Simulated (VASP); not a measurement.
Band structure of RhAl (relaxed from the rock salt structure, space group Fm-3m). Method: PBE GGA, VASP's PBE PAW potentials (set 64) (plane waves; VASP 6.6.1).

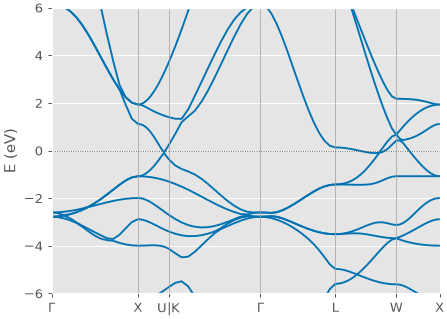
*Bands along high-symmetry lines, zero at the valence-band maximum or, without a gap, the Fermi level*

Question: Read the plot: is there a gap, and where are the band edges?

Answer: It has no gap at this level: it comes out as a metal or semimetal. (Edges off the drawn lines would not show.)

The structure was generated: RhAl was put into the rock salt type (Fm-3m), which need not be its known phase. It was relaxed first, which changed the volume by -32 %.
